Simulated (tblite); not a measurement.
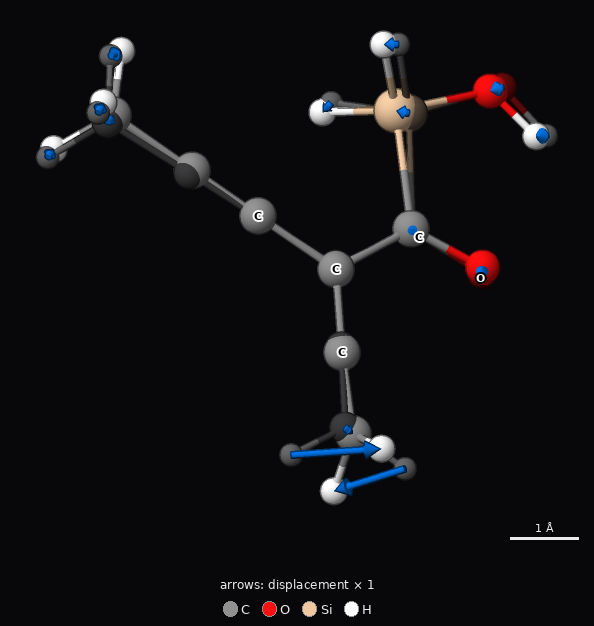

This is a relaxation of C7H8O2Si. The starting structure is drawn faded, the final one solid; blue arrows show the displacements, at their true length. The two geometries are superimposed by the best rigid fit.

Style: ball-and-stick. Shown at a tilt.

All numbers below come from GFN2-xTB geometry optimisation, gas phase (tblite 0.8.0). 

Atoms of which element are displaced furthest, and by how much?

Answer. Hydrogen: up to 1.38 Å, against 0.25 Å for oxygen.

Describe the change and its energy.

Answer. After 105 geometry steps the energy has fallen by 164.9 kJ/mol. The largest move after the best rigid fit is that of an H atom, 1.38 Å. By element the largest moves are H 1.38 Å, O 0.25 Å, Si 0.21 Å, C 0.19 Å. Near-neighbour distances that change, for instance: O–Si 1.675 → 1.620 Å, H–Si 1.487 → 1.459 Å, C–Si 1.898 → 1.923 Å, C–H 1.107 → 1.090 Å. Bond angles that change, for instance: C–Si–O 112.4° → 104.5°, C–C–C 124.4° → 117.2°, H–Si–H 106.8° → 113.6°.
